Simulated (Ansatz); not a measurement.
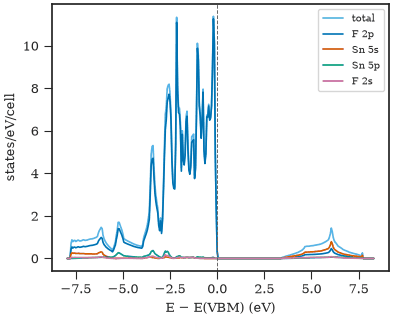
Fig. 1. Total and projected density of states of SnF$_{4}$ in space group I4/mmm (No. 139; Sn on 2a, F on 4e, F on 4c), the program Ansatz at the LDA level (PAW)

### Question
Which orbitals carry the states next to the gap?

### Answer
Top 1 eV of the valence band: F 2p 99 %. Bottom 1 eV of the conduction band: Sn 5s 54 %, F 2p 29 %, F 2s 11 %. Projections are on Löwdin-orthogonalised atomic valence shells; empty p or d shells of many metals are not among them.

The first step of the workflow began from a Materials Project structure, measured or hypothetical; the Crystallography Open Database files this formula in space group No. 139, but the cells were not matched. Its standing as an ambient phase is unchecked. The cell was relaxed with LDA under the symmetry of its start; phonons on a q-mesh show no instability. A crystal of weakly bound layers computed without a dispersion correction: the cell and the soft elastic constants depend strongly on that. Scalar-relativistic: spin–orbit coupling is off unless named, which matters more the heavier the elements.

Potentials: the later of the program's two PAW sets.
